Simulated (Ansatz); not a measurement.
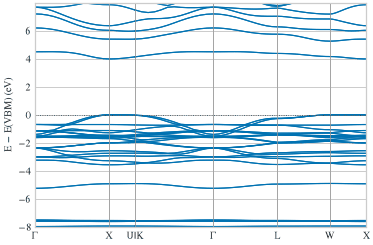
*Band structure from DFT-r²SCAN with spin–orbit coupling in the program Ansatz with PAW potentials*

Q: Read off the gap and where the band edges lie.

A: About 4.0 eV (3.98 eV by a search for the band edges); maximum at X, minimum at X.

The material is NaTl₃F₆ in space group Fm-3m (No. 225; Na on 4a, Tl on 8c, Tl on 4b, F on 24e).

The first step of the workflow began from a Materials Project structure, measured or hypothetical; the Crystallography Open Database copy checked does not list it. Whether it is the stable phase at ambient conditions was not checked. The cell was relaxed with r²SCAN under the symmetry of its start; its stability against distortions is not shown here.

Potentials: the later of the program's two PAW sets.
